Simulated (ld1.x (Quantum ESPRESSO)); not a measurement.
# Pseudopotential generation for copper: TM, PBEsol

Task: generate the file, and judge it by its errors in other configurations, its logarithmic derivatives, its ghosts and its cutoff.

Method: ld1.x (Quantum ESPRESSO) 7.5, PBEsol, scalar-relativistic.

## (1) The design

The settings as typed:

```
element                 : copper (Cu, Z = 29)
type                    : norm-conserving Troullier–Martins (Kleinman–Bylander form)
frozen core             : [Ar]
valence charge          : 11
reference configuration : 3d10 4s1 4p0
partial waves           : 4s (bound): rc 1.80 bohr; 4p (bound, empty): rc 2.75 bohr; 3d (bound): rc 1.05 bohr
local potential         : the d channel
core correction         : Bessel-smoothed model core inside 0.70 bohr
```

An earlier all-electron run gives the scale for the radii.

All-electron outer shells of the reference configuration (PBEsol, scalar-relativistic, ld1.x):

```json
{"shell": "3s", "level (eV)": "-114.40", "outermost node (bohr)": "0.29", "outermost maximum (bohr)": "0.61"}
{"shell": "3p", "level (eV)": "-72.00", "outermost node (bohr)": "0.26", "outermost maximum (bohr)": "0.62"}
{"shell": "3d", "level (eV)": "-5.06", "outermost node (bohr)": "–", "outermost maximum (bohr)": "0.60"}
{"shell": "4s", "level (eV)": "-4.61", "outermost node (bohr)": "0.89", "outermost maximum (bohr)": "2.27"}
{"shell": "4p", "level (eV)": "-0.64", "outermost node (bohr)": "0.98", "outermost maximum (bohr)": "3.56"}
```

## (2) Generation

Contents of Cu.in:

```
 &input
   title='Cu', zed=29., rel=1, dft='PBESOL', iswitch=3,
   config='[Ar] 3d10 4s1 4p0',
   nld=3, rlderiv=3.00, eminld=-2.0, emaxld=5.0, deld=0.02
 /
 &inputp
   pseudotype=2, tm=.true., lloc=2,
   nlcc=.true., new_core_ps=.true., rcore=0.70,
   file_pseudopw='Cu.UPF', file_wfcaegen='ae.wfc', file_wfcncgen='nc.wfc', file_beta='beta', file_chi='chi'
 /
3
4S  1  0   1.00   0.00  1.80  1.80  0.0
4P  2  1   0.00   0.00  2.75  2.75  0.0
3D  3  2  10.00   0.00  1.05  1.05  0.0
 &test
   configts(1)='3d10 4s1 4p0'
 /
```

The run is started by

```console
ld1.x < Cu.in > Cu.out
```

What the program wrote to Cu.out (without the banner and most projector matrices):

```text
     Program LD1 v.7.5
     --------------------------- All-electron run ----------------------------

     Cu
     scalar relativistic calculation

     atomic number is 29.00
     dft =PBESOL   lsd =0 sic =0 latt =0  beta=0.20 tr2=1.0E-14
     Exchange-correlation= PBESOL
                           (   1   4  10   8   0   0   0)
     mesh =1199 r(mesh) = 100.25372 a.u. xmin = -7.00 dx = 0.01250
     1 Ry =  13.60569312 eV, c = 137.03599908

     n l     nl                  e(Ry)          e(Ha)          e(eV)
     1 0     1S 1( 2.00)      -649.9468      -324.9734     -8842.9766
     2 0     2S 1( 2.00)       -78.0149       -39.0075     -1061.4470
     2 1     2P 1( 6.00)       -67.3559       -33.6780      -916.4237
     3 0     3S 1( 2.00)        -8.4085        -4.2043      -114.4036
     3 1     3P 1( 6.00)        -5.2918        -2.6459       -71.9983
     3 2     3D 1(10.00)        -0.3718        -0.1859        -5.0588
     4 0     4S 1( 1.00)        -0.3387        -0.1693        -4.6077
     4 1     4P 1( 0.00)        -0.0467        -0.0234        -0.6357

     final scf error:  5.4E-16 reached in  26 iterations

     Etot =   -3306.982469 Ry,   -1653.491235 Ha,  -44993.788637 eV

     Ekin =    3355.815935 Ry,    1677.907968 Ha,   45658.201794 eV
     Encl =   -7965.901212 Ry,   -3982.950606 Ha, -108381.607342 eV
     Eh   =    1435.403959 Ry,     717.701980 Ha,   19529.665780 eV
     Exc  =    -132.301152 Ry,     -66.150576 Ha,   -1800.048868 eV

     normalization and overlap integrals

     s(1S/1S) =  1.000000  <r> =   0.0522  <r2> =    0.0037  r(max) =   0.0341
     s(2S/2S) =  1.000000  <r> =   0.2354  <r2> =    0.0654  r(max) =   0.1960
     s(2P/2P) =  1.000000  <r> =   0.2065  <r2> =    0.0523  r(max) =   0.1585
     s(3S/3S) =  1.000000  <r> =   0.7125  <r2> =    0.5874  r(max) =   0.6112
     s(3P/3P) =  1.000000  <r> =   0.7499  <r2> =    0.6661  r(max) =   0.6189
     s(3D/3D) =  1.000000  <r> =   1.0471  <r2> =    1.5726  r(max) =   0.6036
     s(4S/4S) =  1.000000  <r> =   2.9162  <r2> =   10.0616  r(max) =   2.2710
     s(4P/4P) =  1.000000  <r> =   5.1813  <r2> =   33.7497  r(max) =   3.5616

     ------------------------ End of All-electron run ------------------------

     --------------------- Generating NC pseudopotential ---------------------

      Generating local pot.: lloc=2, matching radius rcloc =   1.0500

      Computing core charge for nlcc:

       r > 0.70 : true rho core
      Core charge pseudized with two Bessel functions
      Integrated core pseudo-charge :   9.76

      Wfc   4S  rcut= 1.791  Using Troullier-Martins method

      Wfc   4P  rcut= 2.739  Using Troullier-Martins method

     ------------------- End of pseudopotential generation -------------------

     [... the all-electron block is printed once more ...]


     Computing logarithmic derivative in   3.00860
     Computing logarithmic derivative in   3.00860
     Computing the partial wave expansion
     R is outside the sphere for l=    0 j= 0.00
     R is outside the sphere for l=    1 j= 0.00
       no projector for channel:   2

     ---------------------- Testing the pseudopotential ----------------------

     Cu
     scalar relativistic calculation

     atomic number is 29.00   valence charge is 11.00
     dft =PBESOL   lsd =0 sic =0 latt =0  beta=0.20 tr2=1.0E-14
     mesh =1199 r(mesh) = 100.25372 xmin = -7.00 dx = 0.01250

     n l     nl             e AE (Ry)        e PS (Ry)    De AE-PS (Ry)
     3 2     3D   1(10.00)       -0.37181       -0.37182        0.00001
     1 0     4S   1( 1.00)       -0.33866       -0.33866        0.00000
     2 1     4P   1( 0.00)       -0.04672       -0.04672       -0.00000

     eps = 7.4E-15  iter = 19

     Etot =   -3306.982469 Ry,   -1653.491235 Ha,  -44993.788637 eV
     Etotps =  -121.515922 Ry,     -60.757961 Ha,   -1653.308342 eV

     Ekin =     159.244703 Ry,      79.622352 Ha,    2166.634562 eV
     Encl =    -336.284190 Ry,    -168.142095 Ha,   -4575.379486 eV
     Ehrt =      99.048342 Ry,      49.524171 Ha,    1347.621343 eV
     Ecxc =     -43.936940 Ry,     -21.968470 Ha,    -597.792520 eV
     (Ecc =     -20.787117 Ry,     -10.393558 Ha,    -282.823131 eV)
     Epseu=       0.412163 Ry,       0.206081 Ha,       5.607759 eV

     ---------------------- End of pseudopotential test ----------------------
```

It took 2.4 s on 1 thread of Neoverse-V1, shared host. (Generation and the later configuration tests together.)

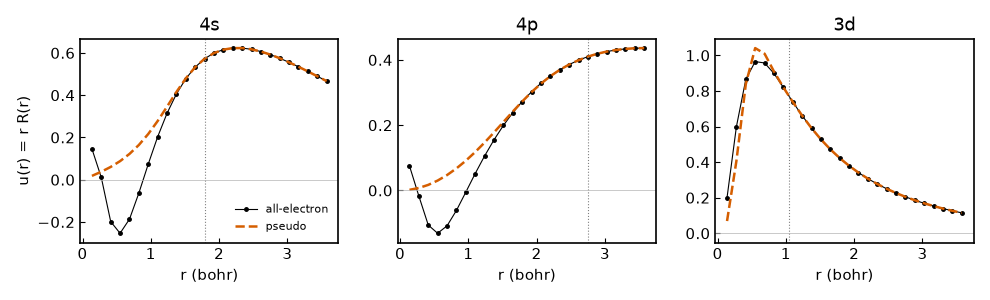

Bound waves of the atom and their pseudo partners (4s, 4p, 3d), with the matching radii dotted. The curves join 26 sampled radii, too few to resolve the innermost nodes.

## (3) Testing the new file in other configurations

Contents of Cu.test.in:

```
 &input
   title='Cu', zed=29., rel=1, dft='PBESOL', iswitch=2,
   config='[Ar] 3d10 4s1 4p0'
 /
 &test
   file_pseudo='Cu.UPF', nconf=8,
   configts(1)='3d10 4s1 4p0',
   configts(2)='3d10 4s0 4p0',
   configts(3)='3d9 4s0 4p0',
   configts(4)='3d8 4s0 4p0',
   configts(5)='3d10 4s0 4p1',
   configts(6)='3d9 4s2 4p0',
   configts(7)='3d9 4s1 4p1',
   configts(8)='3d9 4s1 4p0'
 /
```

The run is started by

```console
ld1.x < Cu.test.in > Cu.test.out
```

Cu.test.out, the pseudopotential blocks, each with the warnings that came before it:

```text
     ---------------------- Testing the pseudopotential ----------------------

     Cu
     scalar relativistic calculation

     atomic number is 29.00   valence charge is 11.00
     dft =PBESOL   lsd =0 sic =0 latt =0  beta=0.20 tr2=1.0E-14
     mesh =1199 r(mesh) = 100.25372 xmin = -7.00 dx = 0.01250

     n l     nl             e AE (Ry)        e PS (Ry)    De AE-PS (Ry)
     3 2     3D   1(10.00)       -0.37181       -0.37182        0.00001
     1 0     4S   1( 1.00)       -0.33866       -0.33866        0.00000
     2 1     4P   1( 0.00)       -0.04672       -0.04672       -0.00000

     eps = 6.4E-15  iter = 21

     Etot =   -3306.982469 Ry,   -1653.491235 Ha,  -44993.788637 eV
     Etotps =  -121.515923 Ry,     -60.757961 Ha,   -1653.308357 eV

     Ekin =     159.244701 Ry,      79.622350 Ha,    2166.634532 eV
     Encl =    -336.284189 Ry,    -168.142094 Ha,   -4575.379477 eV
     Ehrt =      99.048342 Ry,      49.524171 Ha,    1347.621348 eV
     Ecxc =     -43.936940 Ry,     -21.968470 Ha,    -597.792519 eV
     (Ecc =     -20.787117 Ry,     -10.393558 Ha,    -282.823131 eV)
     Epseu=       0.412163 Ry,       0.206081 Ha,       5.607760 eV

     ---------------------- End of pseudopotential test ----------------------

     ---------------------- Testing the pseudopotential ----------------------

     Cu
     [...]
     n l     nl             e AE (Ry)        e PS (Ry)    De AE-PS (Ry)
     3 2     3D   1(10.00)       -1.00265       -0.99959       -0.00307
     1 0     4S   1( 0.00)       -0.86543       -0.86858        0.00315
     2 1     4P   1( 0.00)       -0.46986       -0.47215        0.00229

     eps = 3.3E-15  iter = 13

     Etot =   -3306.386894 Ry,   -1653.193447 Ha,  -44985.685430 eV
     Etotps =  -120.919066 Ry,     -60.459533 Ha,   -1645.187700 eV
     dEtot_ae =       0.595575 Ry
     dEtot_ps =       0.596857 Ry,   Delta E=      -0.001283 Ry

     [...]
     ---------------------- End of pseudopotential test ----------------------

     Warning: n=1, l=0 expected 0 nodes, found 1
     Warning: n=2, l=1 expected 0 nodes, found 1
     ---------------------- Testing the pseudopotential ----------------------

     Cu
     [...]
     n l     nl             e AE (Ry)        e PS (Ry)    De AE-PS (Ry)
     3 2     3D   1( 9.00)       -2.17590       -2.18615        0.01024  !
     1 0     4S   1( 0.00)       -1.62772       -1.62772        0.00000
     2 1     4P   1( 0.00)       -1.11166       -1.11166        0.00000

     eps = 9.3E-15  iter = 16

     Etot =   -3304.820424 Ry,   -1652.410212 Ha,  -44964.372515 eV
     Etotps =  -119.350998 Ry,     -59.675499 Ha,   -1623.853049 eV
     dEtot_ae =       2.162045 Ry
     dEtot_ps =       2.164925 Ry,   Delta E=      -0.002880 Ry

     [...]
     ---------------------- End of pseudopotential test ----------------------

     ---------------------- Testing the pseudopotential ----------------------

     Cu
     [...]
     n l     nl             e AE (Ry)        e PS (Ry)    De AE-PS (Ry)
     3 2     3D   1( 8.00)       -3.59268       -3.64697        0.05430  !
     1 0     4S   1( 0.00)       -2.51736       -2.51736        0.00000
     2 1     4P   1( 0.00)       -1.89446       -1.89446        0.00000

     eps = 3.6E-15  iter = 12

     Etot =   -3301.954541 Ry,   -1650.977271 Ha,  -44925.380194 eV
     Etotps =  -116.455557 Ry,     -58.227779 Ha,   -1584.458574 eV
     dEtot_ae =       5.027928 Ry
     dEtot_ps =       5.060366 Ry,   Delta E=      -0.032438 Ry

     [...]
     ---------------------- End of pseudopotential test ----------------------

     ---------------------- Testing the pseudopotential ----------------------

     Cu
     [...]
     n l     nl             e AE (Ry)        e PS (Ry)    De AE-PS (Ry)
     3 2     3D   1(10.00)       -0.52760       -0.52537       -0.00223
     1 0     4S   1( 0.00)       -0.44536       -0.44610        0.00074
     2 1     4P   1( 1.00)       -0.12525       -0.12530        0.00005

     eps = 6.3E-15  iter = 24

     Etot =   -3306.675972 Ry,   -1653.337986 Ha,  -44989.618536 eV
     Etotps =  -121.209015 Ry,     -60.604507 Ha,   -1649.132661 eV
     dEtot_ae =       0.306497 Ry
     dEtot_ps =       0.306908 Ry,   Delta E=      -0.000411 Ry

     [...]
     ---------------------- End of pseudopotential test ----------------------

     ---------------------- Testing the pseudopotential ----------------------

     Cu
     [...]
     n l     nl             e AE (Ry)        e PS (Ry)    De AE-PS (Ry)
     3 2     3D   1( 9.00)       -0.70160       -0.71597        0.01437  !
     1 0     4S   1( 2.00)       -0.42860       -0.42476       -0.00383
     2 1     4P   1( 0.00)       -0.08340       -0.08162       -0.00178

     eps = 8.0E-15  iter = 18

     Etot =   -3306.836563 Ry,   -1653.418281 Ha,  -44991.803480 eV
     Etotps =  -121.362351 Ry,     -60.681176 Ha,   -1651.218907 eV
     dEtot_ae =       0.145906 Ry
     dEtot_ps =       0.153572 Ry,   Delta E=      -0.007665 Ry

     [...]
     ---------------------- End of pseudopotential test ----------------------

     ---------------------- Testing the pseudopotential ----------------------

     Cu
     [...]
     n l     nl             e AE (Ry)        e PS (Ry)    De AE-PS (Ry)
     3 2     3D   1( 9.00)       -0.85280       -0.86750        0.01470  !
     1 0     4S   1( 1.00)       -0.52567       -0.52311       -0.00256
     2 1     4P   1( 1.00)       -0.15459       -0.15320       -0.00140

     eps = 5.3E-15  iter = 24

     Etot =   -3306.478046 Ry,   -1653.239023 Ha,  -44986.925617 eV
     Etotps =  -121.005395 Ry,     -60.502697 Ha,   -1646.362270 eV
     dEtot_ae =       0.504423 Ry
     dEtot_ps =       0.510528 Ry,   Delta E=      -0.006105 Ry

     [...]
     ---------------------- End of pseudopotential test ----------------------

     ---------------------- Testing the pseudopotential ----------------------

     Cu
     [...]
     n l     nl             e AE (Ry)        e PS (Ry)    De AE-PS (Ry)
     3 2     3D   1( 9.00)       -1.38821       -1.39836        0.01014  !
     1 0     4S   1( 1.00)       -0.99845       -0.99493       -0.00352
     2 1     4P   1( 0.00)       -0.56024       -0.58170        0.02145  !

     eps = 6.1E-15  iter = 18

     Etot =   -3306.129453 Ry,   -1653.064727 Ha,  -44982.182763 eV
     Etotps =  -120.659164 Ry,     -60.329582 Ha,   -1641.651558 eV
     dEtot_ae =       0.853016 Ry
     dEtot_ps =       0.856759 Ry,   Delta E=      -0.003743 Ry

     [...]
     ---------------------- End of pseudopotential test ----------------------
```

The tests as a table, with energies relative to 3d10 4s1 4p0. A star marks tests that logged a warning. The frozen-core shift comes from a second all-electron run, not shown, with the core orbitals held at their reference shape; it is that run's ΔE less the relaxed one.

```csv
valence configuration,charge,ΔE all-electron (eV),error AE − PS (meV),frozen-core shift (meV)
3d10 4s0 4p0,+1,8.103,-17,+6.1
3d9 4s0 4p0 *,+2,29.416,-39,+50
3d8 4s0 4p0,+3,68.408,-441,+459
3d10 4s0 4p1,0,4.170,-5.6,+2.2
3d9 4s2 4p0,0,1.985,-104,+58
3d9 4s1 4p1,0,6.863,-83,+55
3d9 4s1 4p0,+1,11.606,-51,+49
```

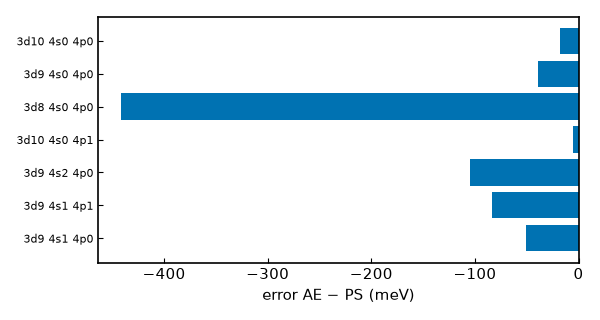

Error of the potential in each test configuration.

## (4) Logarithmic derivatives

Taken from the files of the generation run. The phase is arctan(r·u′/u) with u = r·R, unwrapped, with energies in Ry. A pole is an energy at which the radial function vanishes at the test radius. The pseudo phase is shifted by a multiple of π to meet the all-electron one at the reference energy. Levels narrower than the energy grid can be missing from the poles. The last column is the largest difference on the grid between −1 and +1 Ry.

| channel | radius (bohr) | reference (Ry) | poles AE | poles PS | window around the reference with phases within 0.05 rad (Ry) | largest difference near zero (rad) |
| --- | --- | --- | --- | --- | --- | --- |
| s | 3.01 | -0.34 | 0.55 | 0.53, 3.26 | below 1.6 | 0.010 |
| p | 3.01 | -0.05 | 1.41 | 1.36 | below 2.5 | 0.005 |
| d | 3.01 | -0.37 | -0.32, 3.01 | -0.32, 3.05 | below 4.8 | 0.008 |

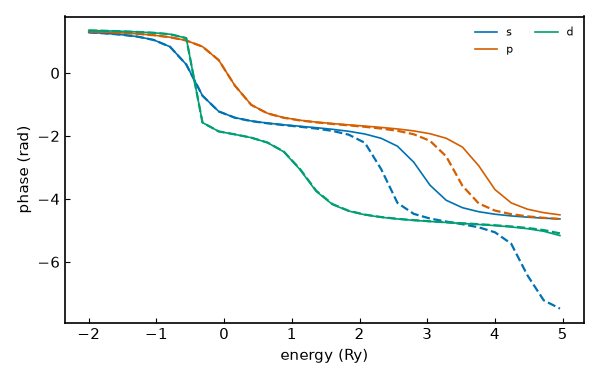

Phases by channel: all-electron solid, pseudo dashed.

## (5) Plane-wave convergence, by spherical Bessel functions

A separate test, outside the generator: the pseudo-atom's Hamiltonian at the reference potential is diagonalised in spherical Bessel functions j_l(qr) that vanish at 20 bohr, with q² up to the cutoff.

All-electron valence levels (Ry): 4s -0.3387, 4p -0.0467, 3d -0.3718. The lowest levels of each channel (Ry) by cutoff; the last column sums, over occupied levels, occupation times the distance from the level at 400 Ry. A positive value at high cutoff is not a bound level.

| cutoff (Ry) | s #1 | s #2 | p #1 | p #2 | d #1 | f #1 | Σ f·Δε (mRy) |
| --- | --- | --- | --- | --- | --- | --- | --- |
| 8 | -1.5027 | -0.3333 | -0.0464 | 0.0561 | 0.0645 | 0.1127 | 4368.6 |
| 25 | -17.9801 | -0.3380 | -0.6664 | -0.0466 | 0.0644 | 0.1127 | 4362.4 |
| 50 | -27.5194 | -0.3386 | -7.4992 | -0.0466 | 0.0641 | 0.1127 | 4359.2 |
| 100 | -30.5939 | -0.3387 | -12.3319 | -0.0466 | -0.0626 | 0.1127 | 3091.5 |
| 180 | -30.7876 | -0.3387 | -12.9182 | -0.0466 | -0.3686 | 0.1127 | 32.3 |
| 200 | -30.7889 | -0.3387 | -12.9200 | -0.0466 | -0.3712 | 0.1127 | 5.9 |
| 400 | -30.7938 | -0.3387 | -12.9226 | -0.0466 | -0.3718 | 0.1127 | 0.0 |

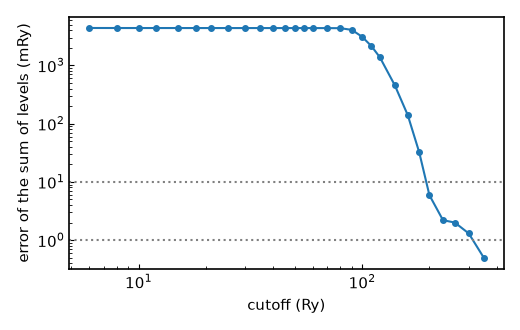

Occupation-weighted error of the valence levels against the cutoff; the dotted lines mark 10 and 1 mRy.

The sum stays within 10 mRy from 200 Ry and within 1 mRy only somewhere over 300 Ry. The sum leaves out empty levels, which can need more. Ghost test: ghost states, bound below the all-electron valence or empty levels of the same l: s at -419.0 eV, p at -175.8 eV.

## (6) Summary of results

```
                                                quantity                             value
               cutoffs for 10 and 1 mRy, occupied levels            200 Ry and over 300 Ry
                                            bound ghosts  s at -418.97 eV, p at -175.82 eV
                            largest test error (AE − PS)         -441 meV, for 3d8 4s0 4p0
largest phase difference near zero energy, channels read                         0.010 rad
```

What this shows: It has a bound ghost (s, p), a state that the atom doesn't have, and that rules the file out. By total energies transferability is poor: the largest error is 441 meV on 68.4 eV, for 3d8 4s0 4p0. That test lies far up in energy; among those under 40 eV, nearer to bonding, the largest error is 104 meV. Freezing the core accounts for most of it. By its cutoff, 200 Ry for the looser tolerance, it is very hard. The tighter tolerance needs over 300 Ry, and converged work needs a cutoff nearer that. The slowest occupied level is 3d: taken alone it needs 200 Ry to come within 1 mRy, against 25 Ry for 4s. Near zero energy the phases of the channels with partial waves agree within 0.010 rad.
